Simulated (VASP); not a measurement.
Shape and ions are relaxed at each volume.

Energy against volume of CdS (wurtzite). The numbers are results of PBE GGA, VASP's PBE PAW potentials (set 64) (plane waves; VASP 6.6.1), not measurements.

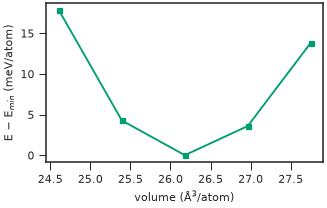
Figure: Energy against volume

Q: Estimate the equilibrium volume and the bulk modulus.

A: The minimum lies near 26.2 Å³/atom, and the curvature gives B0 of about 53 GPa.

Measured: bulk modulus 60.7 GPa (computed value off by -12.4 %), as given by Cormac Toher et al., Physical Review Materials (2017), arXiv:1611.05714. The calculation is for a static lattice, while the measured bulk modulus holds thermal and zero-point effects, which are part of the difference.

The compound is CdS in the wurtzite structure. It was relaxed first, which changed the volume by +5 %.
